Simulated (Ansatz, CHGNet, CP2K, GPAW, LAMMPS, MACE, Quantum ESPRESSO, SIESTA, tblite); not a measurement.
# Glassy 63SiO2-9CaO-11ZnO-11SrO-6Sc2O3 (mol %) (98 atoms) in SIESTA

Wanted: SIESTA inputs and outputs for glassy 63SiO2-9CaO-11ZnO-11SrO-6Sc2O3 (mol %) (98 atoms), checked against a plane-wave reference.

Method: the method is named at each step, in SIESTA 5.4.2.

## Step 1: The structure

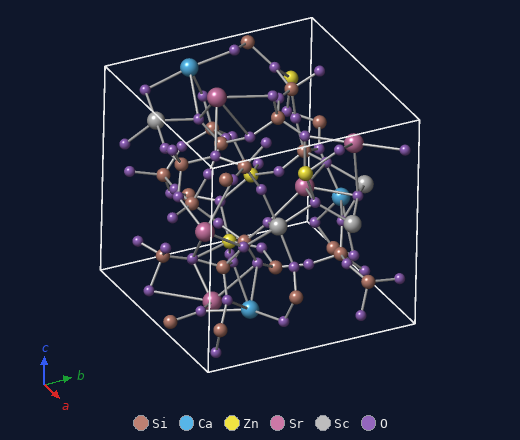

The cell as given, slightly off an axis (silicon pink, calcium blue, zinc yellow, strontium pink, scandium light grey, oxygen purple). Some periodic images of atoms are drawn too.

The cell holds 98 atoms: 22 Si, 3 Ca, 4 Zn, 4 Sr, 4 Sc and 61 O. Its edges and angles: a = 11.025 Å, b = 11.025 Å, c = 11.025 Å, α = 90.0°, β = 90.0°, γ = 90.0°. 98 atoms (22 Si, 3 Ca, 4 Zn, 4 Sr, 4 Sc, 61 O) placed at random at 2.93 g/cm³, melted at 4000 K for 10 ps at fixed volume with the Morse and Coulomb pair potential with partial charges (Pedone, Malavasi, Menziani, Cormack and Segre, J. Phys. Chem. B 110, 11780 (2006)). Quenched from 4000 K to 300 K at 25 K/ps and fixed volume, held 10 ps at zero pressure, then minimised at fixed cell.

The yardstick, on the same geometry:

* method: Kohn-Sham DFT, PBE, PAW, plane waves (Ansatz 0.2.0); cutoff 420 eV, Γ point, fermi-dirac smearing of 0.05 eV; PAW set soft_2
* r.m.s. force component: 0.9374 eV/Å
* longest force: 3.122 eV/Å
* pressure: 4.616 GPa
* gap (highest filled to lowest empty level): 2.774 eV
* SCF cycles: 10
* time: 11 s on 8 threads of Arm Neoverse V2, shared host
* CPU time: 78 s

## Step 2: PBE, DZP, shift 0.01 Ry, mesh 500 Ry

Method: Kohn-Sham DFT, PBE, PseudoDojo 0.4.1 norm-conserving pseudopotentials (converted to PSML), numerical atomic orbitals (DZP), diagonalisation.

The .psml files are PseudoDojo norm-conserving potentials that we converted to this format, checked against plane waves on the same files for H, C, O, Si, Ge and Ca alone.

input.fdf

```
SystemLabel cell
NumberOfAtoms 98
NumberOfSpecies 6
%block ChemicalSpeciesLabel
  1 14 Si
  2 20 Ca
  3 30 Zn
  4 38 Sr
  5 21 Sc
  6 8 O
%endblock ChemicalSpeciesLabel
LatticeConstant 1.0 Ang
%block LatticeVectors
  11.02476 0.00000 0.00000
  0.00000 11.02476 0.00000
  0.00000 0.00000 11.02476
%endblock LatticeVectors
PAO.BasisSize DZP
PAO.EnergyShift 0.01 Ry
XC.Functional GGA
XC.Authors PBE
MeshCutoff 500 Ry
%block kgrid_Monkhorst_Pack
  1 0 0 0.0
  0 1 0 0.0
  0 0 1 0.0
%endblock kgrid_Monkhorst_Pack
SolutionMethod diagon
OccupationFunction FD
ElectronicTemperature 580 K
SCF.Mixer.Method Pulay
SCF.Mixer.Weight 0.15
SCF.Mixer.History 8
SCF.Mix Hamiltonian
MaxSCFIterations 300
SCF.DM.Tolerance 1e-04
SCF.H.Tolerance 1.0e-3 eV
WriteForces T
Write.HirshfeldPop T
Write.VoronoiPop T
Write.DM F
Write.H F
XML.Write F
AtomicCoordinatesFormat Fractional
%block AtomicCoordinatesAndAtomicSpecies
  0.72787 0.30064 0.80028 1
  0.60405 0.02284 0.04356 1
  0.39425 0.22688 0.47064 1
  0.21914 0.18470 0.13651 1
  0.26745 0.76534 0.83949 1
  0.00237 0.41900 0.26910 1
  0.12496 0.98188 0.55353 1
  0.32401 0.80407 0.55478 1
  0.55655 0.08492 0.77727 1
  0.10333 0.24049 0.46093 1
  0.95090 0.08187 0.16285 1
  0.50816 0.57920 0.13033 1
  0.09953 0.47392 0.63130 1
  0.65950 0.81338 0.21641 1
  0.92708 0.10519 0.88265 1
  0.77110 0.18426 0.35713 1
  0.32381 0.95649 0.04285 1
  0.57377 0.39015 0.33438 1
  0.02396 0.67789 0.96796 1
  0.35574 0.38185 0.70826 1
  0.94267 0.79969 0.22447 1
  0.48673 0.58583 0.85099 1
  0.37495 0.96067 0.31794 2
  0.75687 0.32746 0.10828 2
  0.07241 0.37109 0.94123 2
  0.21615 0.50791 0.12915 3
  0.85252 0.53048 0.77481 3
  0.05163 0.87690 0.75837 3
  0.15096 0.64120 0.38873 3
  0.74246 0.82144 0.79906 4
  0.84547 0.05255 0.59873 4
  0.45257 0.30526 0.00093 4
  0.60542 0.66038 0.55666 4
  0.80133 0.43144 0.51245 5
  0.23856 0.12655 0.82257 5
  0.59720 0.95539 0.49314 5
  0.92188 0.72782 0.51524 5
  0.45361 0.32617 0.37975 6
  0.26039 0.89787 0.15120 6
  0.61664 0.00712 0.89560 6
  0.06114 0.09821 0.49115 6
  0.90608 0.66480 0.88497 6
  0.52018 0.54092 0.98630 6
  0.92138 0.97535 0.81769 6
  0.56302 0.46211 0.20637 6
  0.58620 0.69864 0.15601 6
  0.11116 0.51476 0.27083 6
  0.83014 0.19055 0.81379 6
  0.67796 0.92207 0.11559 6
  0.11995 0.76058 0.87320 6
  0.15709 0.02110 0.69181 6
  0.26806 0.09538 0.01049 6
  0.06344 0.29917 0.33770 6
  0.41023 0.29538 0.60589 6
  0.23094 0.32184 0.09246 6
  0.83309 0.24801 0.47150 6
[... 38 atom lines left out ...]
  0.98572 0.74445 0.09408 6
  0.45599 0.46850 0.76911 6
  0.37061 0.58334 0.15578 6
  0.76282 0.83534 0.54748 6
%endblock AtomicCoordinatesAndAtomicSpecies
```

Run with:

```console
> OMP_NUM_THREADS=1 mpirun -np 4 siesta < input.fdf > output.txt
```

Output:

```text
Version         : 5.4.2
reinit: System Name:
reinit: System Label: cell
initatom: Reading input for the pseudopotentials and atomic orbitals ----------
Species number:   1 Atomic number:   14 Label: Si
Species number:   2 Atomic number:   20 Label: Ca
Species number:   3 Atomic number:   30 Label: Zn
Species number:   4 Atomic number:   38 Label: Sr
Species number:   5 Atomic number:   21 Label: Sc
Species number:   6 Atomic number:    8 Label: O
Ground state valence configuration (from tables):   3s02  3p02  3d00  4f00
Ground state valence configuration (from tables):   4s02  4p00  3d00  4f00
Ground state valence configuration (from tables):   4s02  4p00  3d10  4f00
Ground state valence configuration (from tables):   5s02  5p00  4d00  4f00
Ground state valence configuration (from tables):   4s02  4p00  3d01  4f00
Ground state valence configuration (from tables):   2s02  2p04  3d00  4f00
---- Processing specs for species: Si
GGA--PBE XC_GGA_X_PBE--XC_GGA_C_PBE pb
---- Processing specs for species: Ca
GGA--PBE XC_GGA_X_PBE--XC_GGA_C_PBE pb
Semicore shell(s) with  8 electrons included in the valence for Ca
---- Processing specs for species: Zn
GGA--PBE XC_GGA_X_PBE--XC_GGA_C_PBE pb
Semicore shell(s) with  8 electrons included in the valence for Zn
---- Processing specs for species: Sr
GGA--PBE XC_GGA_X_PBE--XC_GGA_C_PBE pb
Semicore shell(s) with  8 electrons included in the valence for Sr
---- Processing specs for species: Sc
GGA--PBE XC_GGA_X_PBE--XC_GGA_C_PBE pb
Semicore shell(s) with  8 electrons included in the valence for Sc
---- Processing specs for species: O
GGA--PBE XC_GGA_X_PBE--XC_GGA_C_PBE pb
Semicore shell(s): 3s 3p
Fallback to non-perturbative polarization scheme for Ca
Please see the manual if this is not desired in principle
Semicore shell(s): 3s 3p
Fallback to non-perturbative polarization scheme for Zn
Please see the manual if this is not desired in principle
Semicore shell(s): 4s 4p
[... lines left out ...]
Total number of electrons:   648.000000
[... lines left out ...]
Folding of H and S implicitly performed
new_DM -- step:     1
Initializing Density Matrix...
Attempting to read DM from file... Failed...
DM filled with atomic data:
InitMesh: MESH = 150 x 150 x 150 = 3375000
InitMesh: Mesh cutoff (required, used) =   500.000   511.619 Ry
stepf: Fermi-Dirac step function
        iscf     Eharris(eV)        E_KS(eV)     FreeEng(eV)     dDmax    Ef(eV) dHmax(eV)
   scf:    1   -58652.743718   -62869.560684   -62870.270243  2.795027 -1.079341185.161196
   scf:    2   -63731.558665   -64665.479869   -64665.659885  4.503234 -4.942070 72.326682
   scf:    3   -64965.865604   -64920.959422   -64920.959422  4.247874 -5.467844 18.449060
   scf:    4   -64954.788572   -64938.917667   -64938.917667  0.203200 -5.281892 14.857125
[...]
scf:   15   -64959.377215   -64959.377214   -64959.377214  0.000357 -4.527227  0.000840
   scf:   16   -64959.377214   -64959.377214   -64959.377214  0.000032 -4.527244  0.000507
SCF Convergence by DM+H criterion
max |DM_out - DM_in|         :     0.0000324412
max |H_out - H_in|      (eV) :     0.0005073910
SCF cycle converged after 16 iterations
Using DM_out to compute the final energy and forces
siesta: E_KS(eV) =           -64959.3772
siesta: E_KS - E_eggbox =    -64959.3772
siesta: Atomic forces (eV/Ang):
     1    0.052216   -1.784268    0.767951
     2   -1.528295    0.554323   -0.836321
     3   -0.344626    0.690270    1.156778
[...]
97   -2.667253    0.039310    0.663900
    98   -0.127245   -0.077602    0.669889
----------------------------------------
   Tot    0.010601    0.001813   -0.000557
----------------------------------------
   Max    3.162351
   Res    1.116360    sqrt( Sum f_i^2 / 3N )
----------------------------------------
   Max    3.162351    constrained
Stress tensor Voigt[x,y,z,yz,xz,xy] (kbar):      -70.25      -58.26      -67.27       -3.23       -2.80       -9.89
(Free)E + p*V (eV/cell)   -64904.7949
Target enthalpy (eV/cell)   -64959.3772
siesta: Program's energy decomposition (eV):
siesta: Ebs     =    -13091.202157
siesta: Eions   =     89859.363905
siesta: Ena     =     11927.446729
siesta: Ekin    =     34003.018544
siesta: Enl     =     -8397.820860
siesta: DEna    =       164.229092
siesta: DUscf   =        57.160032
siesta: Ex      =    -12018.365196
siesta: Ec      =      -835.681649
siesta: Exc     =    -12854.046846
siesta: Eharris =    -64959.377214
siesta: Etot    =    -64959.377214
siesta: FreeEng =    -64959.377214
siesta: Final energy (eV):
siesta:  Band Struct. =  -13091.202157
siesta:       Kinetic =   34003.018544
siesta:       Hartree =   26607.317035
siesta:         Exch. =  -12018.365196
siesta:         Corr. =    -835.681649
siesta:   Exch.-corr. =  -12854.046846
siesta:  Ion-electron =  -86496.258497
siesta:       Ion-ion =  -26219.407451
siesta:         Total =  -64959.377214
siesta:         Fermi =      -4.527244
siesta: Stress tensor (static) (eV/Ang**3):
siesta:    -0.043850   -0.006176   -0.001748
siesta:    -0.006176   -0.036365   -0.002018
siesta:    -0.001748   -0.002018   -0.041984
siesta: Cell volume =       1340.008126 Ang**3
siesta: Pressure (static):
siesta:                Solid            Molecule  Units
siesta:           0.00044364          0.00043268  Ry/Bohr**3
siesta:           0.04073285          0.03972690  eV/Ang**3
siesta:          65.26121393         63.64950462  kBar
    Orbital volume contribution        =          43.202007 eV
    (Free)E + p_basis*V_orbitals       =      -64916.175207 eV
    (Free)Eharris+ p_basis*V_orbitals  =      -64916.175207 eV
Hirshfeld Atomic Populations:
Atom #   charge [q] valence [e]  Species
     1     0.310995    3.689005  Si
     2     0.364004    3.635996  Si
     3     0.410478    3.589522  Si
[...]
23     0.479081    9.520919  Ca
    24     0.498237    9.501763  Ca
    25     0.398897    9.601103  Ca
    26     0.848907   19.151093  Zn
    27     0.892494   19.107506  Zn
    28     0.894186   19.105814  Zn
[...]
30     0.558121    9.441879  Sr
    31     0.474975    9.525025  Sr
    32     0.540647    9.459353  Sr
[...]
34     0.409925   10.590075  Sc
    35     0.453116   10.546884  Sc
    36     0.427531   10.572469  Sc
[...]
38    -0.206954    6.206954  O
    39    -0.409364    6.409364  O
    40    -0.227773    6.227773  O
[...]
--------------------
 Total    -0.000006
Voronoi Atomic Populations:
Atom #   charge [q] valence [e]  Species
[...]
21     0.511963    3.488037  Si
    22     0.467786    3.532214  Si
    23     0.427249    9.572751  Ca
    24     0.427012    9.572988  Ca
    25     0.376437    9.623563  Ca
[...]
28     1.008974   18.991026  Zn
    29     0.988381   19.011619  Zn
[...]
32     0.455627    9.544373  Sr
    33     0.497464    9.502536  Sr
[...]
36     0.443461   10.556539  Sc
    37     0.461975   10.538025  Sc
[...]
97    -0.520214    6.520214  O
    98    -0.457221    6.457221  O
--------------------
 Total    -0.000006
```

The job ended after 1.7 min (4 MPI ranks of Arm Neoverse V2, shared host; peak memory 2.8 GiB; 6.8 min of CPU time).

Banners, paths, timers and routine set-up lines are dropped from the logs unmarked, and long logs keep their key lines alone; longer cuts are marked.

Numbers from this run, and their distance from the reference:

```yaml
r_m_s_force_component: 1.116 eV/Å
r_m_s_difference_of_force_components: 244.6 meV/Å
longest_difference_of_force_vectors: 824.7 meV/Å
force_difference_over_r_m_s_force: 26.09 %
slope_of_forces_against_the_reference_s: 1.175
correlation_of_force_components: 0.9867
spacing_of_highest_filled_and_lowest_empty_level: 2.397 eV
gap_difference: -0.3774 eV
pressure: 6.526 GPa
pressure_difference: 1.911 GPa
```

This run lies far from the reference in forces at the same functional. Basis and potentials both differ; the latter hold 648 valence electrons against the reference's 616.

Length of the force difference by element (eV/Å):

```
element  atoms  mean  most
     Ca      3  0.34  0.37
      O     61  0.43  0.82
     Sc      4  0.23  0.40
     Si     22  0.23  0.46
     Sr      4  0.56  0.68
     Zn      4  0.24  0.29
```

Levels nearest the highest filled one (eV from it): -1.22, -1.19, -1.17, -1.12, -1.07, -0.86, -0.79, -0.68, -0.60, -0.44, -0.41, 0.00, 2.40, 2.84, 2.97, 3.08, 3.26, 3.38, 3.47, 3.52, 3.58, 3.61, 3.82, 3.95.

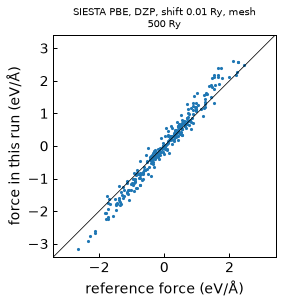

Force components against those of the reference; the line marks equality.

Local excerpt of 10 atoms (numbers count through the whole input) about O44, which has 4 bonded neighbours where the commonest count for O is 3; x, y, z are measured from there.

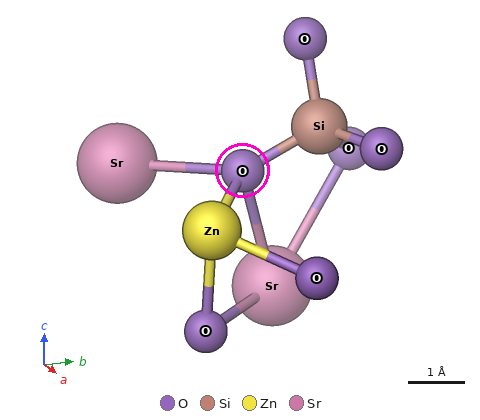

The atoms of the table, within 3.0 Å (arrows a, b, c point along x, y, z); some may hide others; the central atom is ringed.

```csv
atom,x,y,z,distance (Å),bonds,Hirshfeld charge (e),Fx,Fy,Fz (eV/Å)
O44,0.00,0.00,0.00,0.00,4,-0.35,-1.13,-2.16,-1.37
Si15,0.06,1.43,0.72,1.60,4,0.34,0.69,0.62,0.31
Zn28,1.44,-1.09,-0.65,1.92,4,0.89,0.69,0.41,0.61
O48,-1.01,2.37,-0.04,2.58,3,-0.20,-0.06,-0.41,-0.85
Sr30,-1.97,-1.70,-0.21,2.61,5,0.56,-0.30,0.45,1.29
O70,-0.26,1.28,2.27,2.62,2,-0.20,-1.36,-0.01,1.34
O90,1.50,2.11,0.60,2.66,3,-0.31,1.85,0.87,-0.28
Sr31,-0.84,0.85,-2.41,2.69,8,0.47,0.55,1.23,-0.16
O51,2.60,0.50,-1.39,2.99,3,-0.32,0.20,0.30,1.30
O80,1.13,-1.09,-2.60,3.04,4,-0.29,-1.77,-1.04,-0.34
```

Forces lie 26 % from the reference's, at 5.2 times its CPU time (on 4 against 8 cores).

## Step 3: PBE, SZ, shift 0.02 Ry, mesh 500 Ry

Method: Kohn-Sham DFT, PBE, PseudoDojo 0.4.1 norm-conserving pseudopotentials (converted to PSML), numerical atomic orbitals (SZ), diagonalisation.

Edit input.fdf of step 2 so:

```diff
@@ -17,4 +17,4 @@
 %endblock LatticeVectors
-PAO.BasisSize DZP
-PAO.EnergyShift 0.01 Ry
+PAO.BasisSize SZ
+PAO.EnergyShift 0.02 Ry
 XC.Functional GGA
```

Run with:

```console
> OMP_NUM_THREADS=1 siesta < input.fdf > output.txt
```

Output:

```text
Version         : 5.4.2
reinit: System Name:
reinit: System Label: cell
initatom: Reading input for the pseudopotentials and atomic orbitals ----------
Species number:   1 Atomic number:   14 Label: Si
Species number:   2 Atomic number:   20 Label: Ca
Species number:   3 Atomic number:   30 Label: Zn
Species number:   4 Atomic number:   38 Label: Sr
Species number:   5 Atomic number:   21 Label: Sc
Species number:   6 Atomic number:    8 Label: O
Ground state valence configuration (from tables):   3s02  3p02  3d00  4f00
Ground state valence configuration (from tables):   4s02  4p00  3d00  4f00
Ground state valence configuration (from tables):   4s02  4p00  3d10  4f00
Ground state valence configuration (from tables):   5s02  5p00  4d00  4f00
[... lines left out ...]
        iscf     Eharris(eV)        E_KS(eV)     FreeEng(eV)     dDmax    Ef(eV) dHmax(eV)
[... lines left out ...]
SCF Convergence by DM+H criterion
[... lines left out ...]
SCF cycle converged after 25 iterations
[... lines left out ...]
   Max    6.815242
[... lines left out ...]
   Max    6.815242    constrained
Stress tensor Voigt[x,y,z,yz,xz,xy] (kbar):      -95.30      -85.41      -99.30        3.47       -5.29       -6.06
[... lines left out ...]
siesta: FreeEng =    -64692.132118
[... lines left out ...]
siesta:         Fermi =      -1.451046
[... lines left out ...]
siesta: Pressure (static):
siesta:                Solid            Molecule  Units
siesta:           0.00063449          0.00067325  Ry/Bohr**3
siesta:           0.05825614          0.06181490  eV/Ang**3
siesta:          93.33662249         99.03839062  kBar
    Orbital volume contribution        =          15.879552 eV
    (Free)E + p_basis*V_orbitals       =      -64676.252566 eV
    (Free)Eharris+ p_basis*V_orbitals  =      -64676.252566 eV
Hirshfeld Atomic Populations:
Atom #   charge [q] valence [e]  Species
     1     0.428524    3.571476  Si
     2     0.472113    3.527887  Si
     3     0.522412    3.477588  Si
[...]
23     0.669942    9.330058  Ca
    24     0.657881    9.342119  Ca
    25     0.622675    9.377325  Ca
    26     1.066286   18.933714  Zn
    27     1.079675   18.920325  Zn
    28     1.059571   18.940429  Zn
[...]
30     0.771312    9.228688  Sr
    31     0.659359    9.340641  Sr
    32     0.703658    9.296342  Sr
[...]
34     0.429047   10.570953  Sc
    35     0.481193   10.518807  Sc
    36     0.453104   10.546896  Sc
[...]
38    -0.284199    6.284199  O
    39    -0.461670    6.461670  O
    40    -0.310672    6.310672  O
[...]
--------------------
 Total    -0.000006
Voronoi Atomic Populations:
Atom #   charge [q] valence [e]  Species
[...]
21     0.593012    3.406988  Si
    22     0.538257    3.461743  Si
    23     0.478589    9.521411  Ca
    24     0.460843    9.539157  Ca
    25     0.416732    9.583268  Ca
[...]
28     1.143401   18.856599  Zn
    29     1.131621   18.868379  Zn
[...]
32     0.460388    9.539612  Sr
    33     0.513696    9.486304  Sr
[...]
36     0.316126   10.683874  Sc
    37     0.295370   10.704630  Sc
[...]
97    -0.540853    6.540853  O
    98    -0.297459    6.297459  O
--------------------
 Total    -0.000005
```

Wall time 2.1 min (1 thread); peak memory 0.87 GiB.

Numbers from this run, and their distance from the reference:

```yaml
r_m_s_force_component: 2.012 eV/Å
r_m_s_difference_of_force_components: 1221 meV/Å
longest_difference_of_force_vectors: 4546 meV/Å
force_difference_over_r_m_s_force: 130.2 %
slope_of_forces_against_the_reference_s: 1.957
correlation_of_force_components: 0.9114
spacing_of_highest_filled_and_lowest_empty_level: 1.853 eV
gap_difference: -0.9209 eV
pressure: 9.334 GPa
pressure_difference: 4.718 GPa
```

This is a coarse setting, run to see what it loses.

Against the first run (26 %), the force difference from the reference is 130 %, at 0.31 times the CPU time (on 1 against 4 cores) (25 SCF steps against 16).

The difference per atom is largest on O (2.3 eV/Å on average, against 0.71 on Si).

[end of part 1 of 2]

[Also dropped from logs without a mark: logging warnings of Python, and SIESTA's first energy breakdown and zero terms.]

[Logs are printed without paths, hosts, clocks, repeated set-up lines and the standing remarks that a program may print on its own settings, such as how far it seeks lower states.]

[Hosts, paths, dates, database ids (printed as entryN), source tags and the programs' standing remarks are cut or masked in the printed files.]
